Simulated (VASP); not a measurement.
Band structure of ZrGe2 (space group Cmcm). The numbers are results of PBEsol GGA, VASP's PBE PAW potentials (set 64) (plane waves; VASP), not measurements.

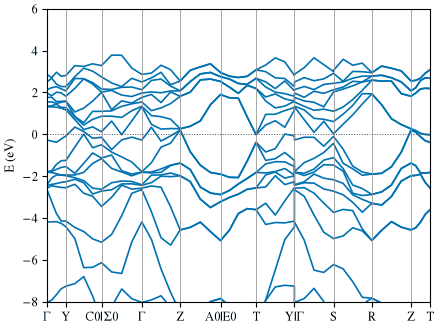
Figure. Bands along high-symmetry lines, zero at the valence-band maximum or, without a gap, the Fermi level

Q: Read the plot: is there a gap, and where are the band edges?

A: It has no gap at this level: it comes out as a metal or semimetal.

The structure comes from a computed database's ZrGe2 entry; how it stands against other phases isn't given here. The cell was not relaxed at this level. The k-mesh is coarse (spacing up to 0.42 per Å, 2π included), so the numbers may not be converged in it.
